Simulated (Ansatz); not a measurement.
SnS2 (CdI2 type)

```cif
data_S2Sn
_chemical_formula_sum 'Sn1 S2'
_space_group_name_H-M_alt 'P-3m1'
_space_group_IT_number 164
_space_group_name_Hall '-P 3 2"'
_cell_length_a 3.66945
_cell_length_b 3.66945
_cell_length_c 5.80763
_cell_angle_alpha 90.000
_cell_angle_beta 90.000
_cell_angle_gamma 120.000
loop_
_atom_site_label
_atom_site_type_symbol
_atom_site_symmetry_multiplicity
_atom_site_Wyckoff_symbol
_atom_site_fract_x
_atom_site_fract_y
_atom_site_fract_z
_atom_site_occupancy
Sn1 Sn 1 a 0.00000 0.00000 0.00000 1
S1 S 2 d 0.33333 0.66667 0.25455 1
```

E(V) scan at fixed shape, V₀ the volume above. The atoms relax within the cell's symmetry.

Level of theory: PBE-D3(BJ) (plane waves to 420 eV, PAW, scalar-relativistic; Ansatz, a quantum-chemistry and plane-wave program). k mesh 10×10×6 (Γ-centred), Fermi-Dirac smearing 0.05 eV. E stands for the smeared free energy. With the shape held, the modulus is that of even scaling; a crystal free to change shape is softer. SnS2 was relaxed with its symmetry unable to fall. The PAW data are Ansatz's earlier set. ΔE is measured from the relaxed starting cell.

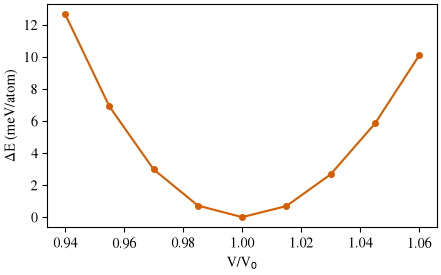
Figure: ΔE (meV/atom) against V/V₀; one marker a computed point.

**Question.** What is ΔE at V/V₀ = 1.060?

**Answer.** About 10 meV/atom.

**Question.** What bulk modulus at fixed cell shape B₀ follows from a third-order Birch-Murnaghan fit?

**Answer.** About 44 GPa.

**Question.** What is ΔE at V/V₀ = 0.940?

**Answer.** About 13 meV/atom.

(A scan under strain: stresses follow from slopes of the energy per volume, elastic moduli from its curvatures.)
